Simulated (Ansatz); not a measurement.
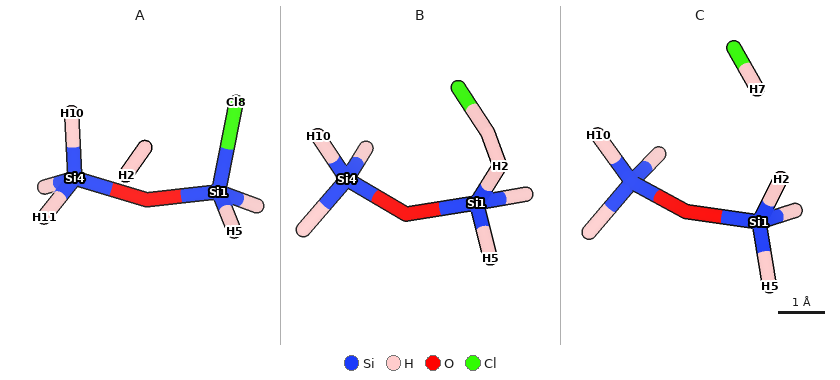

Three geometries of Si₂H₇OCl: a saddle point and the two minima that it joins, in shuffled order. The picture is a stick view, seen at a tilt. Sticks join atoms that are closer than about 1.2 times the sum of their covalent radii (a little more with hydrogen).

Stationary points at PBE0-D4/def2-TZVP, single-point energies with CCSD(T)/CBS, PBE0-D4, B3LYP-D4, PBE-QIDH, PBE-D4, r2SCAN-D4 (def2-TZVPP where no basis is named; Ansatz 0.2.0). The energies are electronic, without zero-point or thermal terms, and both ends are the minima reached downhill from the saddle, with any fragments still in contact. CCSD(T)/CBS stands for a frozen-core estimate: MP2 correlation extrapolated from def2-TZVPP and def2-QZVPP, CCSD(T) minus MP2 from the smaller set.

Question: Identify the saddle point and describe the reaction.

Answer: Frame B is the saddle point. Counted by bonded pieces, C holds HCl + Si₂H₆O and A holds H₂ + Si₂H₅ClO. From C over the saddle to A, bonds form: Cl–Si (3.83 → 2.56 → 2.05 Å), H–H (2.06 → 0.89 → 0.75 Å). Bonds break: H–Si (1.49 → 1.72 → 3.66 Å), Cl–H (1.28 → 1.73 → 3.21 Å). The saddle has one imaginary mode, 764i cm⁻¹. With CCSD(T)/CBS the barrier is 34.0 kcal/mol from C and 54.8 kcal/mol from A, and A lies 20.8 kcal/mol below C.

```csv
level,barrier from C (kcal/mol),barrier from A (kcal/mol),A less C (kcal/mol)
CCSD(T)/CBS,34.0,54.8,−20.8
PBE0-D4,29.7,49.8,−20.2
B3LYP-D4,32.8,52.8,−19.9
PBE-QIDH,32.9,53.6,−20.8
PBE-D4,25.9,46.0,−20.1
r2SCAN-D4,28.1,49.6,−21.5
```

Against CCSD(T)/CBS, PBE-QIDH comes closest on the barrier from C (−1.1 kcal/mol) and PBE-D4 misses most (−8.1 kcal/mol).
